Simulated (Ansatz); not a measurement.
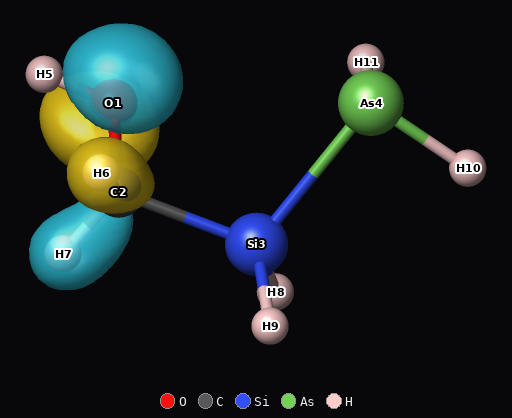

CH7AsOSi (SMILES OC[SiH2][AsH2]). The HOMO−1 at ±0.2 Å⁻³ᐟ² (yellow and cyan are the two phases), seen at a tilt.

Computed with RKS B3LYP/def2-SVP (Ansatz 0.2.0).

```xyz
11

O    -0.9570    0.6409   -1.0034
C    -0.2948    1.0458    0.1857
Si    0.1419   -0.5358    1.1556
As    1.3344   -1.9715   -0.3384
H    -1.1703    1.4256   -1.5250
H     0.6422    1.6039   -0.0210
H    -0.9234    1.7055    0.8200
H    -1.0953   -1.1614    1.7074
H     1.0391   -0.1673    2.2936
H     1.3891   -3.1099    0.6856
H     0.0475   -2.5069   -0.9650
```

Question: What is the character of this orbital?

Answer: Its weight (Hirshfeld) is mainly on O1 (about 65 %), C2 (about 10 %), H7 (about 5 %) and H6 (about 5 %); largely a lone pair of O1. Its energy is −7.66 eV.
